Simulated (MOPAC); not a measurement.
**Geometry relaxation of MoNH2S2Cl (charge −1)**

System: MoNH2S2Cl, charge −1, multiplicity 2.
Method: PM6, ROHF, COSMO solvent acetonitrile (MOPAC 23.2.5).

The run did not end well. The starting geometry was optimised with PM6.

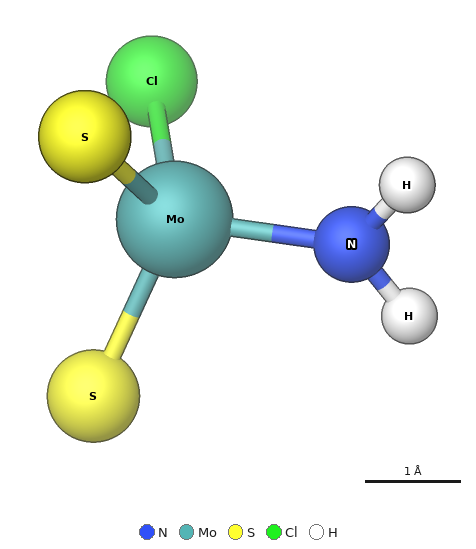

The input geometry (ball-and-stick view, seen at a tilt). Sticks mark near contacts. Bond lengths as drawn: Cl–Mo 2.40 Å, H–N 1.02 to 1.03 Å, Mo–N 1.89 Å and Mo–S 2.11 to 2.17 Å.

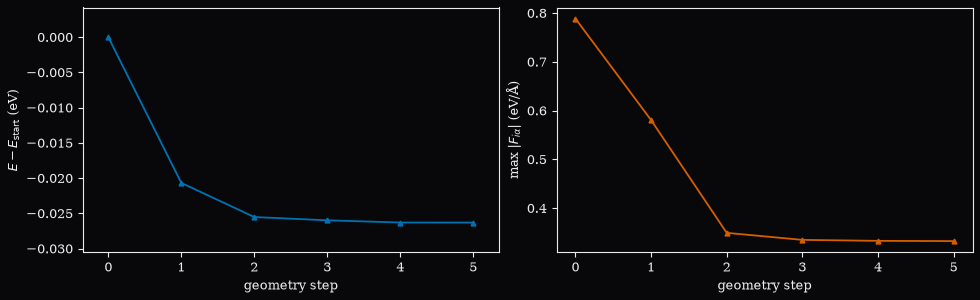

Progress of the relaxation, step by step (steps are counted from 0).

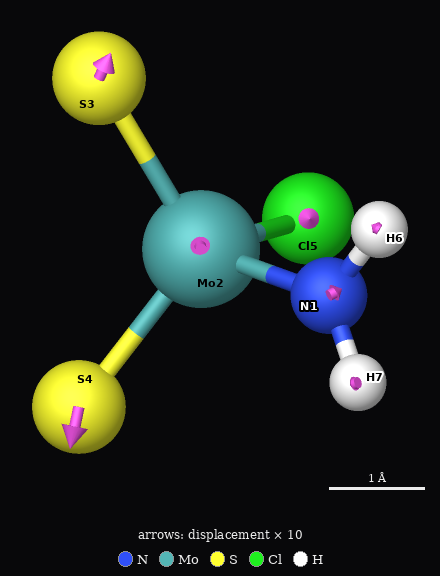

The starting structure with the displacements as pink arrows, magnified 10 times (ball-and-stick view, seen at a tilt). The two geometries are laid on each other by the best rigid fit. The relaxation stopped without meeting its thresholds, so the last structure isn't shown to be converged. The atom that moves furthest after the best rigid fit is S4 (0.046 Å). By element the largest moves are S 0.046 Å, Cl 0.024 Å, Mo 0.022 Å, N 0.017 Å, H 0.011 Å. Among the contacts that change: Mo2–S4 2.115 → 2.159 Å, Mo2–Cl5 2.401 → 2.364 Å, N1–Mo2 1.893 → 1.914 Å, Mo2–S3 2.171 → 2.187 Å. After 5 geometry steps the energy has fallen by 0.026 eV. The largest force component goes from 0.79 to 0.33 eV/Å. (Atoms are counted from 1 in the order of the input.)

These pictures come from the run below.

### The input (calc.mop)
```
PM6 RHF CHARGE=-1 CYCLES=200 EPS=35.7 GNORM=0.01 DOUBLET OPEN(1,1) AUX(PRECISION=9) THREADS=1
job ClH2MoNS2

N 0.000000 1 0.000000 1 0.000000 1
Mo 1.893407 1 0.000000 1 0.000000 1
S 2.746677 1 1.995951 1 0.000000 1
S 2.535829 1 -1.147021 1 -1.656332 1
Cl 2.548632 1 -1.193765 1 1.977206 1
H -0.553896 1 0.731220 1 0.466002 1
H -0.667916 1 -0.611336 1 -0.470783 1
```

Launch command:
```bash
mopac calc.mop
```

### Log
```
MOPAC v23.2.5
PM6 CALCULATION RESULTS

 *  PM6        - The PM6 Hamiltonian to be used
 *  DOUBLET    - SPIN STATE DEFINED AS A DOUBLET
 *  RHF        - RESTRICTED HARTREE-FOCK CALCULATION
 *
 *
 *
 *                 CHARGE ON SYSTEM = -1
 *
 *
 *
 *  OPEN(M,N)  - THERE ARE 1 ELECTRONS IN 1 LEVELS
 *  EPS=35.7   - USE COSMO IMPLICIT SOLVATION MODEL
 *  THREADS=1  - MULTI-THREADING NOT USED
 *  CYCLES=    - DO A MAXIMUM OF 200 STEPS
 *  GNORM      - EXIT WHEN GRADIENT NORM DROPS BELOW 0.010
 *  AUX        - OUTPUT AUXILIARY INFORMATION
PM6 RHF CHARGE=-1 CYCLES=200 EPS=35.7 GNORM=0.01 DOUBLET OPEN(1,1) AUX(PRECISION=9) THREADS=1
 job ClH2MoNS2

   ATOM   CHEMICAL          X               Y               Z
  NUMBER   SYMBOL      (ANGSTROMS)     (ANGSTROMS)     (ANGSTROMS)

     1       N          0.00000000  *   0.00000000  *   0.00000000  *
     2      Mo          1.89340700  *   0.00000000  *   0.00000000  *
     3       S          2.74667700  *   1.99595100  *   0.00000000  *
     4       S          2.53582900  *  -1.14702100  *  -1.65633200  *
     5      Cl          2.54863200  *  -1.19376500  *   1.97720600  *
     6       H         -0.55389600  *   0.73122000  *   0.46600200  *
     7       H         -0.66791600  *  -0.61133600  *  -0.47078300  *

          CARTESIAN COORDINATES

    NO.       ATOM           X           Y           Z

     1         N          0.0000      0.0000      0.0000
     2        Mo          1.8934      0.0000      0.0000
     3         S          2.7467      1.9960      0.0000
     4         S          2.5358     -1.1470     -1.6563
     5        Cl          2.5486     -1.1938      1.9772
     6         H         -0.5539      0.7312      0.4660
     7         H         -0.6679     -0.6113     -0.4708

           Empirical Formula: H2 N Mo S2 Cl  =     7 atoms

      MOLECULAR POINT GROUP   :   C1

 DOUBLET STATE CALCULATION

      THERE ARE   16 DOUBLY FILLED LEVELS

      RHF CALCULATION, NO. OF DOUBLY OCCUPIED LEVELS = 16

                       NO. OF SINGLY OCCUPIED LEVELS =    1

          Geometry optimization using EF

          DIAGONAL MATRIX USED AS START HESSIAN

 CYCLE:     1 TIME:   0.223 TIME LEFT:  2.00D  GRAD.:    37.030 HEAT: -115.5593
 CYCLE:     2 TIME:   0.355 TIME LEFT:  2.00D  GRAD.:    28.673 HEAT: -116.0361
 CYCLE:     3 TIME:   0.270 TIME LEFT:  2.00D  GRAD.:    20.713 HEAT: -116.1478
 CYCLE:     4 TIME:   0.535 TIME LEFT:  2.00D  GRAD.:    19.795 HEAT: -116.1585
 CYCLE:     5 TIME:   0.379 TIME LEFT:  2.00D  GRAD.:    19.616 HEAT: -116.1658
 CYCLE:     6 TIME:   0.375 TIME LEFT:  2.00D  GRAD.:    19.570 HEAT: -116.1658

     TRUST RADIUS NOW LESS THAN  0.00010 OPTIMIZATION TERMINATING
      THE GEOMETRY MAY NOT BE COMPLETELY OPTIMIZED
      (TO CONTINUE, ADD 'LET DDMIN=0.0' TO THE KEYWORD LINE)

 -------------------------------------------------------------------------------
 PM6 RHF CHARGE=-1 CYCLES=200 EPS=35.7 GNORM=0.01 DOUBLET OPEN(1,1) AUX(PRECISION=9) THREADS=1
 job ClH2MoNS2

     GEOMETRY OPTIMISED USING EIGENVECTOR FOLLOWING (EF).
     SCF FIELD WAS ACHIEVED

                              PM6 CALCULATION

          FINAL HEAT OF FORMATION =       -116.16577 KCAL/MOL =    -486.03760 KJ/MOL
          VAN DER WAALS AREA      =        155.23 SQUARE ANGSTROMS

          DIELECTRIC ENERGY       =         -3.77544 EV
          COSMO AREA              =        155.23 SQUARE ANGSTROMS
          COSMO VOLUME            =        153.90 CUBIC ANGSTROMS

          GRADIENT NORM           =         19.57010          =       7.39680 PER ATOM
  TO REDUCE GNORM FURTHER, TRY ADDING KEYWORD 'NOANCI' AND RE-RUN THE JOB
          IONIZATION POTENTIAL    =          7.554073 EV          STATE:   1 DOUBLET A
          HOMO (SOMO) LUMO (EV)   =       -8.614 ( -3.653)  0.471
          NO. OF FILLED LEVELS    =         16
          AND NO. OF OPEN LEVELS  =          1
          MOLECULAR WEIGHT        =        211.5355         POINT GROUP:  C1

          MOLECULAR DIMENSIONS (Angstroms)

            Atom       Atom       Distance
            H     7    S     3     4.32706
            H     6    S     4     4.09474
           Cl     5    H     7     3.14613

          SCF CALCULATIONS        =         19

          WALL-CLOCK TIME         =      2.398 SECONDS
          COMPUTATION TIME        =      2.397 SECONDS

       FINAL  POINT  AND  DERIVATIVES

   PARAMETER     ATOM    TYPE            VALUE        GRADIENT
      1          1  N    CARTESIAN X    -0.003630     -7.293330  KCAL/ANGSTROM
      2          1  N    CARTESIAN Y    -0.000770      2.658055  KCAL/ANGSTROM
      3          1  N    CARTESIAN Z     0.014608     -1.564517  KCAL/ANGSTROM
      4          2 Mo    CARTESIAN X     1.910418     -4.357141  KCAL/ANGSTROM
      5          2 Mo    CARTESIAN Y    -0.003247      1.352091  KCAL/ANGSTROM
      6          2 Mo    CARTESIAN Z     0.011685      5.822317  KCAL/ANGSTROM
      7          3  S    CARTESIAN X     2.738265      7.664474  KCAL/ANGSTROM
      8          3  S    CARTESIAN Y     2.020751     -2.027871  KCAL/ANGSTROM
      9          3  S    CARTESIAN Z     0.016387     -4.905206  KCAL/ANGSTROM
     10          4  S    CARTESIAN X     2.532008      6.097775  KCAL/ANGSTROM
     11          4  S    CARTESIAN Y    -1.180366      3.994558  KCAL/ANGSTROM
     12          4  S    CARTESIAN Z    -1.688090     -0.836806  KCAL/ANGSTROM
     13          5 Cl    CARTESIAN X     2.531535      6.405102  KCAL/ANGSTROM
     14          5 Cl    CARTESIAN Y    -1.180182     -3.178446  KCAL/ANGSTROM
     15          5 Cl    CARTESIAN Z     1.965081      3.986706  KCAL/ANGSTROM
     16          6  H    CARTESIAN X    -0.546152     -2.028856  KCAL/ANGSTROM
     17          6  H    CARTESIAN Y     0.737288     -2.889556  KCAL/ANGSTROM
     18          6  H    CARTESIAN Z     0.461413     -1.036575  KCAL/ANGSTROM
     19          7  H    CARTESIAN X    -0.657700     -6.488061  KCAL/ANGSTROM
     20          7  H    CARTESIAN Y    -0.615223      0.091121  KCAL/ANGSTROM
     21          7  H    CARTESIAN Z    -0.476052     -1.465864  KCAL/ANGSTROM

   ATOM   CHEMICAL          X               Y               Z
  NUMBER   SYMBOL      (ANGSTROMS)     (ANGSTROMS)     (ANGSTROMS)

     1       N         -0.00363020  *  -0.00076993  *   0.01460827  *
     2      Mo          1.91041761  *  -0.00324695  *   0.01168453  *
     3       S          2.73826538  *   2.02075130  *   0.01638725  *
     4       S          2.53200802  *  -1.18036582  *  -1.68808974  *
     5      Cl          2.53153512  *  -1.18018218  *   1.96508116  *
     6       H         -0.54615190  *   0.73728825  *   0.46141315  *
     7       H         -0.65770001  *  -0.61522290  *  -0.47605195  *

                             CARTESIAN COORDINATES

   1    N       -0.003630204    -0.000769926     0.014608269
   2   Mo        1.910417612    -0.003246946     0.011684531
   3    S        2.738265376     2.020751302     0.016387246
   4    S        2.532008025    -1.180365819    -1.688089738
   5   Cl        2.531535119    -1.180182179     1.965081161
   6    H       -0.546151897     0.737288254     0.461413154
   7    H       -0.657700011    -0.615222897    -0.476051948

           Empirical Formula: H2 N Mo S2 Cl  =     7 atoms

      MOLECULAR POINT GROUP   :   C1

                  EIGENVALUES
 -29.69394 -29.52778 -29.32355 -25.79013 -16.62240 -14.58568 -13.00966 -12.79423
 -12.06766 -10.58987 -10.35901  -9.95742  -9.66238  -9.14870  -8.78065  -8.61368
  -3.65346   0.47079   0.98561   1.12359   1.67402   1.76456   2.49288   2.59168
   2.62048   2.75053   2.80042   2.91204   2.93270   3.08557   3.14029   3.50765
   3.58892   4.43567   4.51544   6.44435   7.42263  93.65578  93.71938  93.77024
  93.88153  93.88599

              NET ATOMIC CHARGES AND DIPOLE CONTRIBUTIONS

  ATOM NO.   TYPE          CHARGE      No. of ELECS.   s-Pop       p-Pop       d-Pop
    1          N          -0.343723        5.3437     1.49374     3.84998
    2         Mo           1.251223        4.7488     1.02683     0.25714     3.46481
    3          S          -1.058501        7.0585     1.94055     5.03634     0.08161
    4          S          -0.931839        6.9318     1.93930     4.90686     0.08568
    5         Cl          -0.446264        7.4463     1.99138     5.45350     0.00138
    6          H           0.263799        0.7362     0.73620
    7          H           0.265305        0.7347     0.73469
 DIPOLE           X         Y         Z       TOTAL
 POINT-CHG.   -10.716    -2.672     3.679    11.641
 HYBRID         1.417     0.932    -1.798     2.472
 SUM           -9.299    -1.740     1.881     9.645

          ATOMIC ORBITAL ELECTRON POPULATIONS

     Atom    s        px        py        pz      x^2-y^2     xz        z^2       yz        xy
    1  N   1.49374   1.25969   1.25232   1.33797
    2 Mo   1.02683   0.10275   0.06862   0.08577   0.67642   0.73093   0.69247   0.67220   0.69278
    3  S   1.94055   1.69617   1.63589   1.70428   0.02511   0.00732   0.00969   0.01816   0.02133
    4  S   1.93930   1.63960   1.63468   1.63258   0.01036   0.01900   0.02745   0.01827   0.01060
    5 Cl   1.99138   1.88778   1.83944   1.72629   0.00025   0.00033   0.00041   0.00020   0.00019
    6  H   0.73620
    7  H   0.73469

 *                    *
 * JOB ENDED NORMALLY *
 *                    *

 TOTAL JOB TIME:             2.40 SECONDS

 == MOPAC DONE ==
```

### Trajectory as extended XYZ (Å, eV, eV/Å), 6 frames, from step=0 to step=5
```
7
Properties=species:S:1:pos:R:3:forces:R:3 step=0 energy=-5.01113
N     0.0000    0.0000    0.0000   -0.3835  -0.0469   0.2299
Mo    1.8934    0.0000    0.0000    0.3820   0.1385   0.5985
S     2.7467    1.9960    0.0000   -0.1788   0.5422   0.2136
S     2.5358   -1.1470   -1.6563   -0.0106  -0.7578  -0.7886
Cl    2.5486   -1.1938    1.9772   -0.3165   0.1325  -0.1745
H    -0.5539    0.7312    0.4660    0.2543   0.0460  -0.0424
H    -0.6679   -0.6113   -0.4708    0.2532  -0.0545  -0.0364
7
Properties=species:S:1:pos:R:3:forces:R:3 step=1 energy=-5.03180
N    -0.0068   -0.0016    0.0029    0.2533   0.0119   0.2734
Mo    1.9006    0.0029    0.0217    0.4444  -0.4276  -0.5806
S     2.7439    2.0111    0.0043   -0.3212   0.2247   0.2618
S     2.5384   -1.1730   -1.6921   -0.3673  -0.0246   0.2882
Cl    2.5396   -1.1871    1.9711   -0.3045   0.1803  -0.2035
H    -0.5494    0.7327    0.4610    0.0996   0.1415   0.0097
H    -0.6632   -0.6131   -0.4749    0.1959  -0.1062  -0.0490
7
Properties=species:S:1:pos:R:3:forces:R:3 step=2 energy=-5.03664
N    -0.0055   -0.0003    0.0140    0.3493  -0.1500   0.0582
Mo    1.9089   -0.0031    0.0127    0.2172  -0.0693  -0.2853
S     2.7396    2.0203    0.0150   -0.3406   0.0690   0.2190
S     2.5335   -1.1795   -1.6886   -0.2843  -0.1509   0.0692
Cl    2.5328   -1.1810    1.9658   -0.2833   0.1484  -0.1812
H    -0.5466    0.7364    0.4610    0.0625   0.1553   0.0583
H    -0.6592   -0.6153   -0.4765    0.2792  -0.0025   0.0619
7
Properties=species:S:1:pos:R:3:forces:R:3 step=3 energy=-5.03711
N    -0.0041   -0.0007    0.0145    0.3242  -0.1214   0.0665
Mo    1.9101   -0.0032    0.0119    0.1937  -0.0606  -0.2598
S     2.7386    2.0206    0.0161   -0.3349   0.0837   0.2138
S     2.5324   -1.1801   -1.6882   -0.2676  -0.1690   0.0432
Cl    2.5318   -1.1804    1.9653   -0.2788   0.1393  -0.1746
H    -0.5463    0.7371    0.4613    0.0822   0.1316   0.0478
H    -0.6581   -0.6152   -0.4762    0.2811  -0.0035   0.0631
7
Properties=species:S:1:pos:R:3:forces:R:3 step=4 energy=-5.03742
N    -0.0037   -0.0008    0.0146    0.3179  -0.1165   0.0676
Mo    1.9103   -0.0032    0.0117    0.1899  -0.0592  -0.2539
S     2.7383    2.0207    0.0163   -0.3328   0.0872   0.2129
S     2.5321   -1.1803   -1.6881   -0.2651  -0.1724   0.0377
Cl    2.5316   -1.1802    1.9651   -0.2780   0.1381  -0.1733
H    -0.5462    0.7373    0.4614    0.0868   0.1266   0.0455
H    -0.6578   -0.6152   -0.4761    0.2813  -0.0039   0.0635
7
Properties=species:S:1:pos:R:3:forces:R:3 step=5 energy=-5.03743
N    -0.0036   -0.0008    0.0146    0.3163  -0.1153   0.0678
Mo    1.9104   -0.0032    0.0117    0.1889  -0.0586  -0.2525
S     2.7383    2.0208    0.0164   -0.3324   0.0879   0.2127
S     2.5320   -1.1804   -1.6881   -0.2644  -0.1732   0.0363
Cl    2.5315   -1.1802    1.9651   -0.2778   0.1378  -0.1729
H    -0.5462    0.7373    0.4614    0.0880   0.1253   0.0449
H    -0.6577   -0.6152   -0.4761    0.2813  -0.0040   0.0636
```

### What the run reported

| quantity | value |
| --- | --- |
| outcome | not converged |
| heat of formation | −116.17 kcal/mol |
| basis functions | 42 |
| largest force | 0.404 eV/Å |
| hardware | 1 thread of Arm Neoverse N1, 98 GiB of memory available, shared host |
| wall time | 2.7 s |
| peak memory | 0.12 GiB |

### What went wrong

The run did not converge. Its last values are not results. The record of the run, not the program, notes: gradient norm stays large. Notes on the run: TRUST RADIUS NOW LESS THAN  0.00010 OPTIMIZATION TERMINATING.
